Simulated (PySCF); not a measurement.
# What a change does: NMR shielding calculation on C6H12OSi

System: C6H12OSi.
Method of the first run: GIAO B3LYP/pcSseg-1 NMR shielding, non-relativistic, gas phase (PySCF 2.14.0).

The geometry comes from this level: PBE0-D3(BJ)/def2-SVP. Text and figures count atoms from 1; the logs count them from 0 in places.

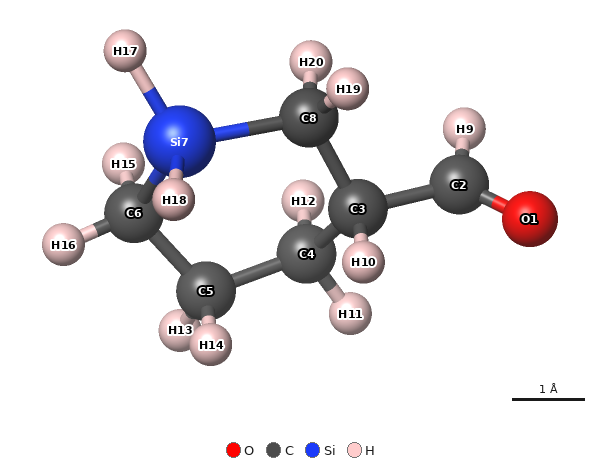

The structure (ball-and-stick view, seen at a tilt; atoms are numbered from 1 in the order of the input). Bond lengths as drawn: C–C 1.51 to 1.54 Å, C–H 1.10 to 1.13 Å, C–O 1.20 Å, C–Si 1.88 to 1.89 Å and H–Si 1.50 Å.

**The input, the first run**
```
{"job": {"kind": "nmr", "xc": "B3LYP", "basis": "pcSseg-1", "pop": false}, "charge": 0, "multiplicity": 1}
O      2.944577    -1.889762     0.799003
C      2.250104    -1.285608     0.028387
C      0.970379    -0.567514     0.379943
C     -0.200293    -1.233295    -0.358852
C     -1.581435    -0.694159     0.014417
C     -1.810374     0.771179    -0.372207
Si    -0.471546     1.866886     0.375901
C      1.132107     0.925750     0.045519
H      2.527597    -1.209204    -1.060208
H      0.833263    -0.699135     1.467079
H     -0.175379    -2.315243    -0.148468
H     -0.045923    -1.127844    -1.449109
H     -2.345263    -1.329971    -0.464001
H     -1.727490    -0.819200     1.102388
H     -1.770664     0.880769    -1.470909
H     -2.814460     1.105050    -0.064635
H     -0.440789     3.232377    -0.234306
H     -0.679169     2.007087     1.852803
H      1.971906     1.360177     0.612166
H      1.381624     1.041171    -1.025726
```

The first line tells a small driver script what to run in PySCF; the rest is the geometry in Å.

Command:
```bash
OMP_NUM_THREADS=1 python <driver script> task.json out
```

Hardware: 1 CPU thread, shared host.

**Output (the first run)**
```
coarse grid: 16672 points
cycle   1  E = -600.3262691144  dE =  8.267e-01  |g| = 8.828e-01  |ddm| = 3.950e+00
cycle   2  E = -599.8283937641  dE =  4.979e-01  |g| = 1.806e+00  |ddm| = 2.651e+00
cycle   3  E = -600.4761648056  dE = -6.478e-01  |g| = 2.378e-01  |ddm| = 2.122e+00
cycle   4  E = -600.4875932779  dE = -1.143e-02  |g| = 9.506e-02  |ddm| = 2.777e-01
cycle   5  E = -600.4896843629  dE = -2.091e-03  |g| = 1.801e-02  |ddm| = 1.041e-01
cycle   6  E = -600.4897556624  dE = -7.130e-05  |g| = 5.141e-03  |ddm| = 2.258e-02
cycle   7  E = -600.4897614905  dE = -5.828e-06  |g| = 1.192e-03  |ddm| = 6.492e-03
final grid: 154848 points
cycle   8  E = -600.5627768310  dE = -3.234e-05  |g| = 8.023e-03  |ddm| = 2.557e-02
cycle   9  E = -600.5627421144  dE =  3.472e-05  |g| = 1.527e-02  |ddm| = 1.838e-02
cycle  10  E = -600.5627906046  dE = -4.849e-05  |g| = 2.161e-03  |ddm| = 1.284e-02
cycle  11  E = -600.5627915260  dE = -9.215e-07  |g| = 2.888e-04  |ddm| = 1.898e-03
cycle  12  E = -600.5627915447  dE = -1.864e-08  |g| = 8.536e-05  |ddm| = 4.051e-04
cycle  13  E = -600.5627915463  dE = -1.578e-09  |g| = 2.252e-05  |ddm| = 8.877e-05
cycle  14  E = -600.5627915464  dE = -1.137e-10  |g| = 3.626e-06  |ddm| = 2.453e-05
converged SCF energy = -600.5627915464

GIAO shielding tensors (ppm)
atom      isotropic    diamagn.    paramagn.     s11        s22        s33       span
  0 O     -339.902     395.283    -735.185   -910.718   -430.639    321.651   1232.368
  1 C      -26.650     248.704    -275.354   -125.062    -23.234     68.347    193.409
  2 C      126.156     249.336    -123.180    104.621    118.161    155.686     51.065
  3 C      148.467     248.420     -99.953    143.887    149.386    152.128      8.241
  4 C      152.424     245.509     -93.085    147.305    150.487    159.481     12.175
  5 C      169.106     250.776     -81.671    152.299    175.413    179.604     27.305
  6 Si     380.083     879.578    -499.495    355.391    375.139    409.718     54.326
  7 C      170.445     251.598     -81.153    153.166    178.570    179.597     26.431
  8 H       22.107      28.088      -5.981     19.409     21.084     25.828      6.419
  9 H       29.611      33.610      -4.000     27.337     27.966     33.528      6.191
 10 H       29.969      31.152      -1.183     25.179     28.651     36.077     10.897
 11 H       30.325      32.404      -2.079     27.157     28.839     34.979      7.822
 12 H       29.262      29.209       0.052     23.736     27.867     36.182     12.446
 13 H       29.908      31.105      -1.196     26.289     28.264     35.172      8.884
 14 H       30.772      30.651       0.121     27.409     28.368     36.539      9.130
 15 H       30.516      28.582       1.934     26.052     27.652     37.844     11.792
 16 H       27.269      28.289      -1.020     24.339     24.576     32.893      8.554
 17 H       27.320      29.077      -1.757     24.370     25.084     32.506      8.136
 18 H       30.757      30.359       0.398     26.259     27.969     38.044     11.784
 19 H       30.793      31.813      -1.020     27.723     28.423     36.235      8.513
```

The input of the second run differs as follows (lines with − go, lines with + come):
```diff
-"xc": "B3LYP"
+"xc": "PBE0"
-"pop": false
```

Predict how the results change.

The total energies belong to different methods, so their difference says nothing on which is more stable or more accurate. The HOMO goes from −6.95 to −7.18 eV. The LUMO goes from −0.88 to −0.63 eV. Of all shieldings, the largest change is that of Si7, by +14.0 ppm. The functional changes from B3LYP to PBE0. The number of SCF iterations is the same.

**Output (the second run)**
```
coarse grid: 16672 points
cycle   1  E = -599.8488306976  dE =  8.682e-01  |g| = 8.010e-01  |ddm| = 3.925e+00
cycle   2  E = -599.4942947640  dE =  3.545e-01  |g| = 1.573e+00  |ddm| = 2.171e+00
cycle   3  E = -599.9770817243  dE = -4.828e-01  |g| = 1.782e-01  |ddm| = 1.658e+00
cycle   4  E = -599.9835962327  dE = -6.515e-03  |g| = 7.372e-02  |ddm| = 2.133e-01
cycle   5  E = -599.9848580080  dE = -1.262e-03  |g| = 1.325e-02  |ddm| = 8.094e-02
cycle   6  E = -599.9848954549  dE = -3.745e-05  |g| = 3.812e-03  |ddm| = 1.560e-02
cycle   7  E = -599.9848985767  dE = -3.122e-06  |g| = 9.221e-04  |ddm| = 4.959e-03
final grid: 154848 points
cycle   8  E = -600.0445857819  dE = -2.206e-05  |g| = 1.324e-02  |ddm| = 2.994e-02
cycle   9  E = -600.0444953160  dE =  9.047e-05  |g| = 2.522e-02  |ddm| = 2.922e-02
cycle  10  E = -600.0446215706  dE = -1.263e-04  |g| = 2.417e-03  |ddm| = 2.005e-02
cycle  11  E = -600.0446228237  dE = -1.253e-06  |g| = 3.053e-04  |ddm| = 2.085e-03
cycle  12  E = -600.0446228452  dE = -2.145e-08  |g| = 8.825e-05  |ddm| = 4.714e-04
cycle  13  E = -600.0446228469  dE = -1.756e-09  |g| = 2.216e-05  |ddm| = 1.047e-04
cycle  14  E = -600.0446228471  dE = -1.098e-10  |g| = 3.754e-06  |ddm| = 2.692e-05
converged SCF energy = -600.0446228471

GIAO shielding tensors (ppm)
atom      isotropic    diamagn.    paramagn.     s11        s22        s33       span
  0 O     -339.378     394.529    -733.907   -919.108   -428.612    329.585   1248.693
  1 C      -21.192     248.938    -270.130   -118.614    -20.400     75.439    194.053
  2 C      133.621     249.511    -115.890    112.636    125.990    162.238     49.602
  3 C      155.263     248.747     -93.483    151.169    155.915    158.707      7.538
  4 C      159.273     245.753     -86.480    154.343    157.460    166.017     11.674
  5 C      175.727     251.490     -75.763    158.739    182.423    186.019     27.279
  6 Si     394.066     879.366    -485.300    369.496    390.505    422.196     52.700
  7 C      176.808     252.241     -75.433    159.392    185.061    185.971     26.578
  8 H       21.981      27.840      -5.859     19.213     20.957     25.773      6.560
  9 H       29.465      33.278      -3.813     27.118     27.640     33.636      6.517
 10 H       29.885      31.199      -1.314     24.858     28.405     36.393     11.535
 11 H       30.232      32.006      -1.774     26.926     28.603     35.168      8.243
 12 H       29.170      29.351      -0.181     23.427     27.605     36.478     13.050
 13 H       29.814      30.798      -0.984     26.036     28.011     35.395      9.359
 14 H       30.648      30.330       0.318     27.085     28.067     36.792      9.707
 15 H       30.403      28.628       1.775     25.678     27.336     38.195     12.517
 16 H       27.078      27.945      -0.868     24.055     24.313     32.865      8.811
 17 H       27.104      28.556      -1.452     24.059     24.805     32.448      8.390
 18 H       30.641      30.298       0.342     25.869     27.677     38.377     12.508
 19 H       30.673      31.442      -0.769     27.412     28.127     36.479      9.066
```

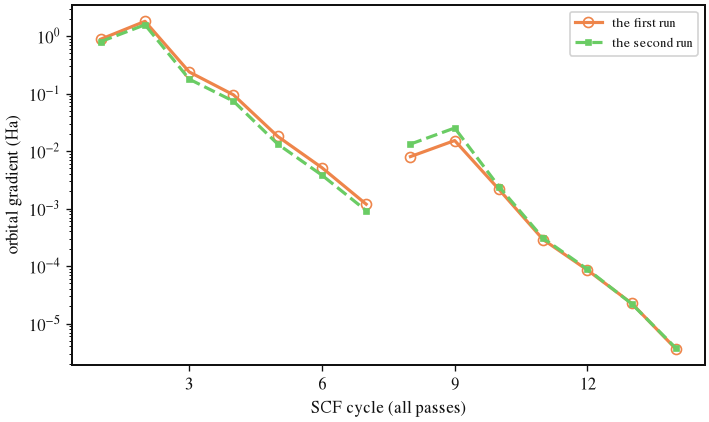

Convergence of the two runs: orbital gradient against the SCF cycle. A break in a curve parts two SCF passes (coarse and final grid). The first run takes 14 cycles in all, and the second run takes 14.

**The two runs side by side**

| quantity | the first run | the second run |
| --- | --- | --- |
| outcome | converged | converged |
| total energy (hartree) | −600.562792 | −600.044623 |
| HOMO (eV) | −6.95 | −7.18 |
| LUMO (eV) | −0.88 | −0.63 |
| dipole moment (D) | 2.97 | 2.99 |
| shielding of C2 (ppm) | −26.6 | −21.2 |
| shielding of C3 (ppm) | 126.2 | 133.6 |
| shielding of C4 (ppm) | 148.5 | 155.3 |
| shielding of C5 (ppm) | 152.4 | 159.3 |
| shielding of C6 (ppm) | 169.1 | 175.7 |
| shielding of Si7 (ppm) | 380.1 | 394.1 |
| shielding of C8 (ppm) | 170.4 | 176.8 |
| SCF iterations | 14 | 14 |
| basis functions | 203 | 203 |
| wall time (shared host) | 27 s | 28 s |
